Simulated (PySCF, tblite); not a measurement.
# C₇H₈+ (doublet): geometry, infrared bands and EPR parameters

Aim: predict the infrared bands and EPR parameters of C₇H₈+ (doublet) (`[CH+]=[C]C(=C)C1CC1`).

The runs use tblite 0.8.0 and PySCF 2.14.0, with density-fitted response routines of our own; the level of theory stands in each step. All values are computed, except where a source is named. Atoms count from 0, in the outputs and in this text.

## (1) The molecule as given

15 atoms, charge 1, multiplicity 2; geometry from: force field or distance geometry start.

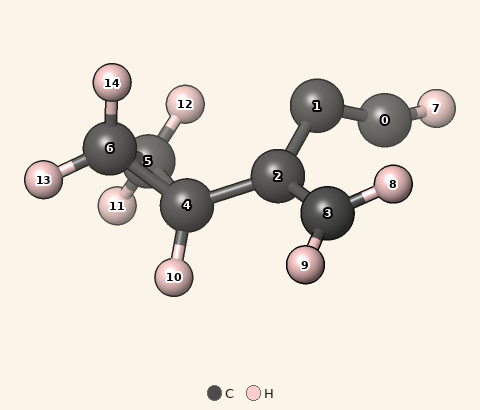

As it starts; carbon dark grey, hydrogen pink, atoms numbered; sticks join atoms by distance.

## (2) Optimising the geometry with GFN2-xTB

What the job is given:

```
{"job": {"kind": "relax", "xc": "GFN2-xTB", "basis": "xTB"}, "charge": 1, "multiplicity": 2}
C      2.013500     1.474800     0.661200
C      1.181900     0.451600     0.776800
C      0.749400    -0.300500    -0.390300
C      1.686400    -0.965600    -1.060800
C     -0.675500    -0.298000    -0.818600
C     -1.514700     0.692400    -0.006400
C     -1.784500    -0.783500     0.022700
H      2.631600     2.316600     0.933400
H      2.696800    -0.887700    -0.619200
H      1.480600    -1.553500    -1.922300
H     -0.881400    -0.253200    -1.920300
H     -2.154000     1.377900    -0.597500
H     -1.038800     1.109000     0.917400
H     -2.764100    -1.031900    -0.472800
H     -1.631700    -1.340300     0.969100
```

Run with:

```
$ OMP_NUM_THREADS=1 python probes_run.py task.json out
```

This one command runs all jobs of the session in turn.

Standard output:

```text
step      E/eV     max force
  0    -500.31555    7.650
  1    -500.48947   13.691
  2    -501.15784    3.151
  3    -501.32519    2.019
  4    -501.48085    0.781
  5    -501.54560    0.636
  6    -501.60738    0.612
  7    -501.64170    0.460
  8    -501.67812    0.453
  9    -501.70990    0.498
 10    -501.74596    0.539
 11    -501.78622    0.512
 12    -501.81844    0.506
 13    -501.84291    0.419
 14    -501.86408    0.528
 15    -501.88229    0.341
 16    -501.89754    0.266
 17    -501.90980    0.243
 18    -501.92221    0.288
 19    -501.93484    0.307
 20    -501.94486    0.239
 21    -501.95320    0.234
 22    -501.96293    0.284
 23    -501.97386    0.270
 24    -501.98317    0.251
 25    -501.99042    0.235
 26    -501.99693    0.234
 27    -502.00347    0.298
 28    -502.01076    0.246
 29    -502.01820    0.327
 30    -502.02191    0.179
 31    -502.02556    0.166
 32    -502.02965    0.177
 33    -502.03411    0.176
 34    -502.03830    0.170
 35    -502.04165    0.146
 36    -502.04453    0.120
 37    -502.04743    0.145
 38    -502.05053    0.138
 39    -502.05362    0.130
 40    -502.05665    0.133
 41    -502.05977    0.150
 42    -502.06322    0.157
 43    -502.06672    0.274
 44    -502.07008    0.151
 45    -502.07307    0.158
 46    -502.07601    0.136
 47    -502.07951    0.177
 48    -502.08466    0.205
 49    -502.09032    0.179
 50    -502.09506    0.200
 51    -502.09802    0.203
 52    -502.10133    0.180
 53    -502.10569    0.165
 54    -502.11375    0.197
 55    -502.11676    0.173
 56    -502.12128    0.167
 57    -502.12594    0.174
 58    -502.13053    0.201
 59    -502.13411    0.226
 60    -502.13814    0.179
 61    -502.14367    0.199
 62    -502.14704    0.282
 63    -502.15247    0.236
 64    -502.15673    0.126
 65    -502.15983    0.117
 66    -502.16558    0.173
 67    -502.17014    0.182
 68    -502.17420    0.180
 69    -502.17720    0.113
 70    -502.17936    0.113
 71    -502.18138    0.100
 72    -502.18363    0.117
 73    -502.18532    0.085
 74    -502.18625    0.085
 75    -502.18687    0.081
 76    -502.18754    0.068
 77    -502.18820    0.061
 78    -502.18872    0.057
 79    -502.18906    0.052
 80    -502.18927    0.034
 81    -502.18943    0.027
 82    -502.18957    0.026
 83    -502.18971    0.035
 84    -502.18985    0.035
 85    -502.18999    0.030
 86    -502.19015    0.037
 87    -502.19034    0.034
 88    -502.19052    0.028
 89    -502.19066    0.032
 90    -502.19076    0.028
 91    -502.19084    0.021
 92    -502.19090    0.014
 93    -502.19094    0.014
 94    -502.19096    0.017
 95    -502.19099    0.014
 96    -502.19101    0.011
 97    -502.19102    0.008
```

Wall time 0.81 s (1 thread of Arm Neoverse N1, shared host); peak memory 0.18 GiB.

Relaxation path: (not every step is listed)

```csv
step,energy from step 0 (eV),largest force (eV/Å)
0,0.0000,7.6502
1,-0.1739,13.6915
2,-0.8423,3.1515
3,-1.0096,2.0187
4,-1.1653,0.7814
5,-1.2301,0.6364
6,-1.2918,0.6121
7,-1.3262,0.4605
8,-1.3626,0.4533
16,-1.5820,0.2662
24,-1.6676,0.2508
32,-1.7141,0.1767
40,-1.7411,0.1332
48,-1.7691,0.2049
56,-1.8057,0.1666
64,-1.8412,0.1260
72,-1.8681,0.1172
80,-1.8737,0.0341
88,-1.8750,0.0283
92,-1.8754,0.0142
93,-1.8754,0.0142
94,-1.8754,0.0166
95,-1.8754,0.0136
96,-1.8755,0.0108
97,-1.8755,0.0079
```

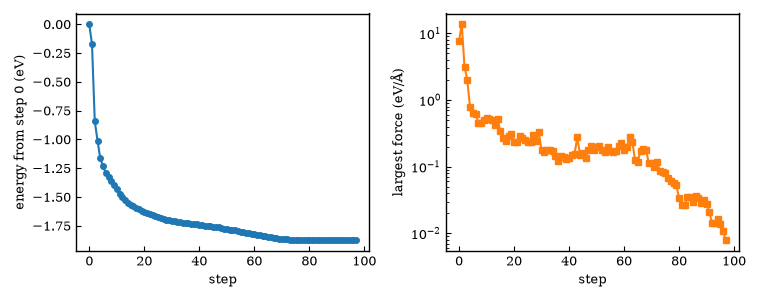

Energy and force, step by step.

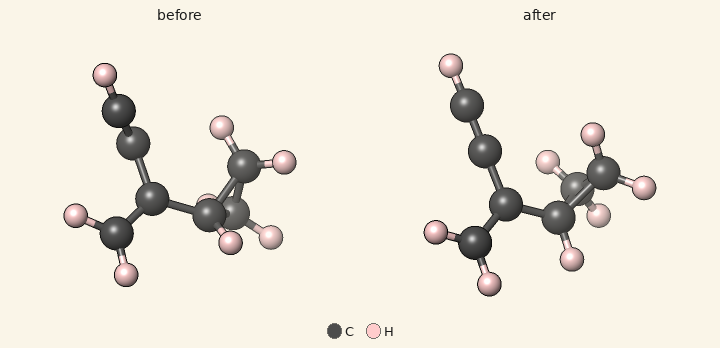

Before and after, at one scale.

Distances of close pairs at the start and the end, largest changes first:

```csv
bond,before (Å),after (Å),change (Å)
C0–C1,1.324,1.208,-0.115
C4–C6,1.474,1.553,+0.078
C2–C4,1.488,1.439,-0.049
C2–C3,1.330,1.378,+0.048
C1–C2,1.454,1.408,-0.046
C6–H13,1.126,1.081,-0.045
C5–C6,1.501,1.457,-0.044
C4–H10,1.122,1.083,-0.039
```

The end geometry stands in the next job.

## (3) Infrared spectrum with GFN2-xTB

What the job is given:

```
{"job": {"kind": "ir", "xc": "GFN2-xTB", "basis": "xTB"}, "charge": 1, "multiplicity": 2}
C      1.740857     1.120318     1.356803
C      1.295081     0.469816     0.441216
C      0.773975    -0.288453    -0.624258
C      1.656087    -0.913097    -1.479482
C     -0.650988    -0.392330    -0.797356
C     -1.557031     0.801260    -0.393810
C     -1.576253    -0.386347     0.449474
H      2.143107     1.686881     2.149850
H      2.722269    -0.823244    -1.341008
H      1.306233    -1.507833    -2.308763
H     -0.977016    -0.987859    -1.640522
H     -2.373594     0.987980    -1.076726
H     -1.033433     1.683439    -0.052613
H     -2.406470    -1.075313     0.386702
H     -1.067238    -0.367228     1.402926
```

Standard output:

```text
mode    cm-1     km/mol
  1      88.0      1.16
  2     127.4      0.29
  3     183.7      6.50
  4     258.2      1.68
  5     279.4      2.37
  6     390.5      0.23
  7     402.3      0.02
  8     537.3      5.35
  9     565.8      1.17
 10     646.6     17.63
 11     684.1     11.82
 12     691.7     26.50
 13     728.5      0.55
 14     804.4      0.16
 15     871.7      3.06
 16     892.8      3.24
 17     898.5     33.00
 18     952.9     82.26
 19     977.6      2.89
 20     981.0    107.87
 21    1062.2      7.62
 22    1065.2     33.68
 23    1134.8      0.20
 24    1223.4     19.10
 25    1274.4      5.10
 26    1335.0     27.65
 27    1366.7      8.31
 28    1382.5      6.98
 29    1447.5     10.36
 30    1475.4      6.01
 31    2191.8    264.81
 32    3065.9      3.09
 33    3073.2     36.98
 34    3076.1      1.87
 35    3088.3     34.62
 36    3094.0      1.25
 37    3110.5      4.93
 38    3130.7      5.59
 39    3339.6     94.27
```

Wall time 0.6 s (1 thread of Arm Neoverse N1, shared host); peak memory 0.18 GiB.

The strongest bands and the atoms that carry them (share of the mass-weighted mode):

```csv
cm⁻¹,km/mol,atoms
898,33.0,"H8 19 %, H10 19 %, H9 18 %, C3 14 %"
953,82.3,"C4 28 %, H14 10 %"
981,107.9,"C4 33 %, C6 13 %, C5 12 %, H10 12 %"
1065,33.7,"H12 27 %, H11 26 %, H14 19 %, H13 17 %"
2192,264.8,"C1 59 %, C0 30 %"
3073,37.0,"H11 32 %, H12 32 %, H13 15 %, H14 14 %"
3088,34.6,"H9 52 %, H8 43 %"
3340,94.3,"H7 86 %, C0 13 %"
```

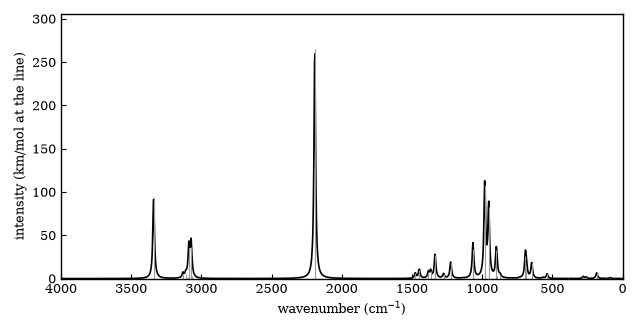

The infrared spectrum from these modes, unscaled. Lines are broadened to a width of 14 cm⁻¹ (Lorentzian).

## (4) g tensor and hyperfine couplings: B3LYP/pcH-1

Settings changed since step 3:

```diff
@@ -1,2 +1,2 @@
-{"job": {"kind": "ir", "xc": "GFN2-xTB", "basis": "xTB"}, "charge": 1, "multiplicity": 2}
+{"job": {"kind": "epr", "basis": "pcH-1"}, "charge": 1, "multiplicity": 2}
 C      1.740857     1.120318     1.356803
```

Method: UKS B3LYP, pcH-1 on C H, non-relativistic, mean-field spin-orbit, GIAO.

Standard output:

```text
UKS, coarse grid
  cycle   1  E = -271.12506008  |g| = 2.48e-01
  cycle   2  E = -271.08200482  |g| = 3.65e-01
  cycle   3  E = -271.15080747  |g| = 1.07e-01
  cycle   4  E = -271.15535820  |g| = 6.22e-02
  cycle   5  E = -271.15728727  |g| = 1.22e-02
  cycle   6  E = -271.15736999  |g| = 4.78e-03
  cycle   7  E = -271.15738684  |g| = 2.71e-03
  cycle   8  E = -271.15739225  |g| = 1.26e-03
  cycle   9  E = -271.15739332  |g| = 4.46e-04
UKS, final grid
  cycle   1  E = -271.15737273  |g| = 7.59e-04
  cycle   2  E = -271.15737204  |g| = 1.38e-03
  cycle   3  E = -271.15737304  |g| = 1.61e-04
  cycle   4  E = -271.15737306  |g| = 5.87e-05
  cycle   5  E = -271.15737306  |g| = 5.17e-05
  cycle   6  E = -271.15737307  |g| = 1.79e-05
E = -271.15737307 Eh   <S^2> = 0.7585 (exact 0.7500)
g shifts (ppm)      1          2          3
  rmc          -144       -144       -144
  gc              8         29         28
  oz_so         341        896       1922
  total         205        780       1806
hyperfine (MHz)  atom isotope    a_iso     a_fc   dipolar eigenvalues
    0   13C      11.80      11.80    -14.53    -13.73     28.26
    1   13C      -9.78      -9.78     -4.55      1.82      2.72
    2   13C     -18.33     -18.33     -6.66     -1.80      8.46
    3   13C      46.71      46.71    -49.51    -49.30     98.81
    4   13C       1.96       1.96    -14.22    -12.18     26.41
    5   13C       1.11       1.11     -8.28     -8.03     16.32
    6   13C       1.27       1.27     -8.41     -8.14     16.55
    7    1H     -13.92     -13.92     -6.96     -1.79      8.75
    8    1H     -40.81     -40.81    -22.67     -3.05     25.72
    9    1H     -40.17     -40.17    -22.48     -3.11     25.59
   10    1H      -9.09      -9.09     -3.63     -2.46      6.09
   11    1H      10.92      10.92     -4.62     -0.63      5.26
   12    1H       7.98       7.98     -4.74      0.47      4.27
   13    1H      10.52      10.52     -4.67     -0.64      5.31
   14    1H       7.92       7.92     -4.78      0.45      4.33
```

Run time: 85 s. Hardware: 1 thread of Arm Neoverse N1, shared host; peak memory 1 GiB.

Principal g values 2.00252, 2.00310, 2.00413; g(iso) = 2.00325, against 2.00232 for a free electron.

Hyperfine couplings; where a row names several nuclei, a(iso) is their mean (it holds for fast rotation or exchange) and the dipolar term the largest among them:

```csv
nuclei,isotope,a(iso) (MHz),"a(iso) (G, at g = 2.0023)",largest dipolar term (MHz)
C3,13C,46.7,16.7,98.8
H8,1H,-40.8,-14.6,25.7
H9,1H,-40.2,-14.3,25.6
C2,13C,-18.3,-6.5,8.5
H7,1H,-13.9,-5.0,8.7
C0,13C,11.8,4.2,28.3
"H11, H13",1H,10.7,3.8,5.3
C1,13C,-9.8,-3.5,-4.5
H10,1H,-9.1,-3.2,6.1
"H12, H14",1H,8.0,2.8,-4.8
C4,13C,2.0,0.7,26.4
"C5, C6",13C,1.2,0.4,16.6
```

Mulliken spin populations:

C0 0.17; C1 -0.02; C2 0.02; C3 0.62; C4 0.11; C5 0.07; C6 0.07; H7 -0.01; H8 -0.03; H9 -0.03; H10 -0.01; H11 0.00; H12 0.00; H13 0.00; H14 0.00

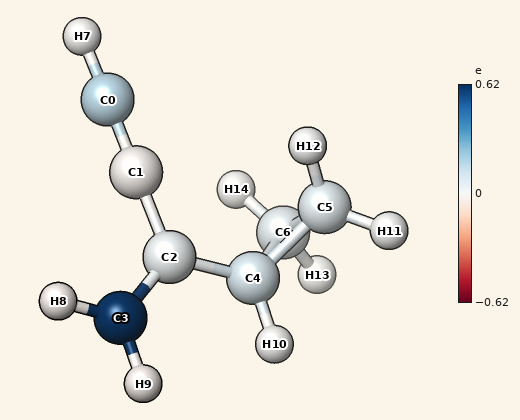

Mulliken spin populations, as colours on the atoms.

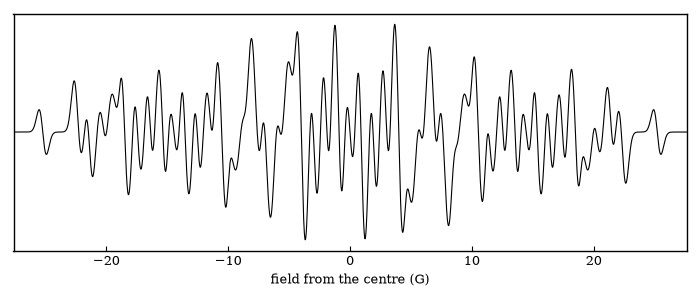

First-order isotropic spectrum (first derivative, main isotopes with spin only, couplings over 0.8 MHz, Gaussian width 0.3 G; couplings of the frozen geometry, rotation of groups not averaged beyond the rows shown).

The fields below are evaluated on a grid from the run's orbitals.

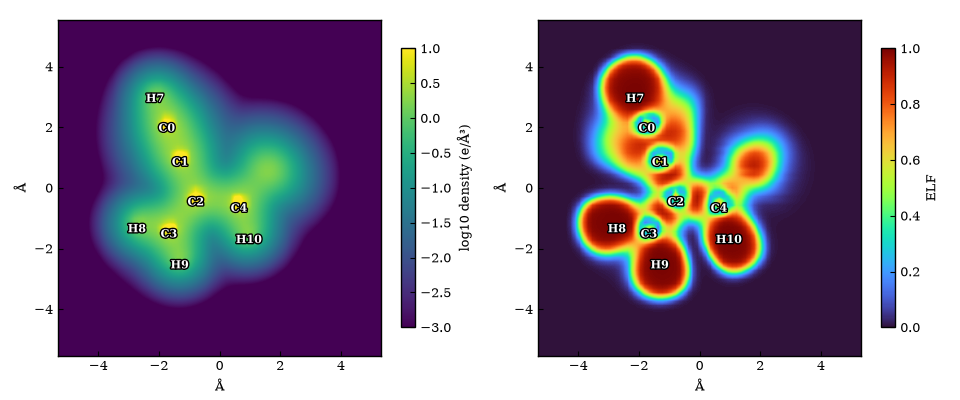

Density (left) and ELF (right) in a plane through or near 9 of the atoms.

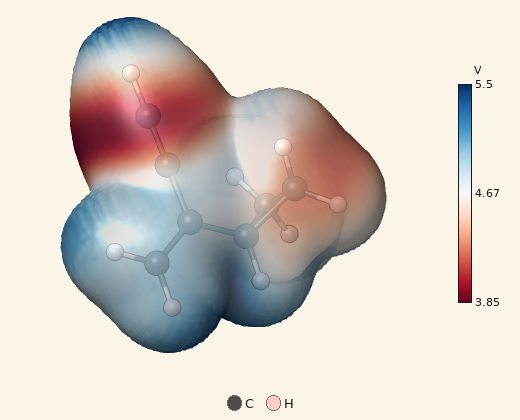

The potential that a unit positive charge feels on the 0.002 e/bohr³ surface, from 3.85 V near C0 to 5.50 V near H9.

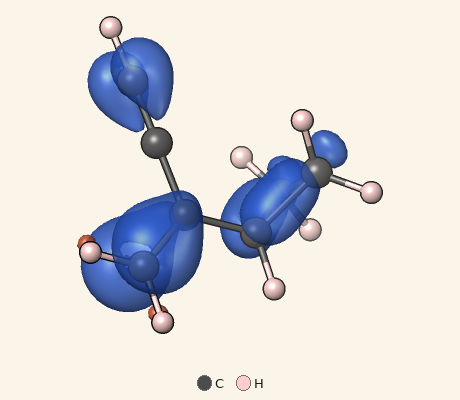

Spin density at ±0.03 e/Å³ (alpha excess blue, beta excess red).

## (5) What came out

| quantity | value |
| --- | --- |
| strongest single infrared mode (GFN2-xTB) | 2192 cm⁻¹, 265 km/mol |
| zero-point energy (GFN2-xTB) | 74.2 kcal/mol |
| g(iso) (B3LYP) | 2.00325 |
| ⟨S²⟩ | 0.759 (exact 0.75) |
| largest a(iso) (averaged by class) | 13C on C3, 46.7 MHz |

**Reading.** Relaxing lowered the energy by 1.875 eV in 97 steps; the close pair that moved most is C0–C1, from 1.324 to 1.208 Å. All 39 modes are real, so the xTB geometry is a minimum. The strongest single mode, at 2192 cm⁻¹, moves mainly C1 and C0. GFN2-xTB is a fitted tight-binding method: band positions and strengths are rough. Its intensities can rank the bands wrongly. C3 carries the largest spin population, 0.62 e. The isotropic g lies 0.9 ppt above the free-electron value.
